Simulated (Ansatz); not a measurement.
CdSe (wurtzite): scan of one atom of the cell

Relaxed CdSe (wurtzite):

```xyz
4
Lattice="4.3827 0.0000 0.0000 -2.1914 3.7955 0.0000 0.0000 0.0000 7.1545" Properties=species:S:1:pos:R:3 pbc="T T T"
Cd     2.1914     1.2652     0.0034
Cd     0.0000     2.5304     3.5806
Se     2.1914     1.2652     4.4696
Se     0.0000     2.5304     0.8924
```

In each cell atom 4 (Se, nearest neighbour Cd at 2.682 Å; its periodic images, 4.4 Å or more away, move with it) moves by s·(0.577, 0.577, 0.577) (along Cartesian [111]), the rest being held.

All values below come from PBE (plane waves to 420 eV, PAW, scalar-relativistic; Ansatz, an electronic-structure program). k mesh 7×7×4 (Γ-centred), Fermi-Dirac smearing 0.05 eV. The energy includes the smearing's −TS. Left out: 1 of 11 points, with atoms too close for the PAW data. CdSe was relaxed with its symmetry unable to fall. The zero of ΔE is the undisplaced structure.

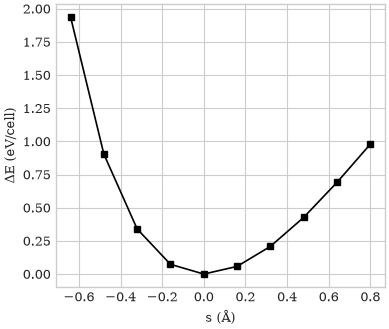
Figure: ΔE (eV/cell) against s (Å); computed points joined by lines.

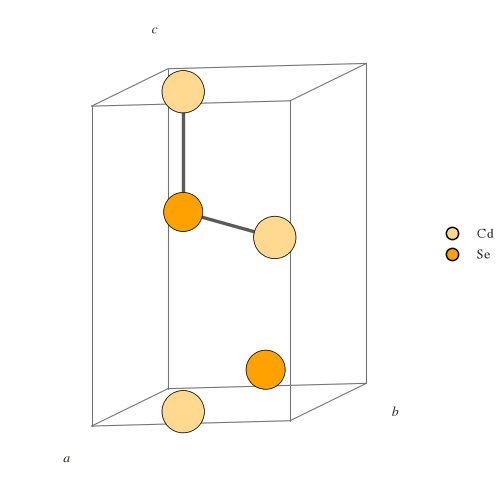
The cell of the calculation at s = -0.640 Å.

The force constant k = d²E/ds² at s = 0 (finite differences) is 5.04 eV/Å². The energy at s = 0.800 Å comes out as 979 meV/cell. Shape of the curve: a single well with its minimum at or next to zero displacement. Symmetry of the curve: not even: the negative side lies higher at ±0.640 Å. Harmonic estimate at the end of the scan: ½ks² = 1612 meV/cell against the computed 979 meV/cell, so the well is softer than harmonic there.

The forces along the line at the two nearest points give (0.980 − (-0.683)) / (2·0.160) = 5.20 eV/Å²; the next pair corrects for the finite step.

(A displaced cell: forces are minus the slopes of the energy, force constants its curvatures, and phonons follow from these.)
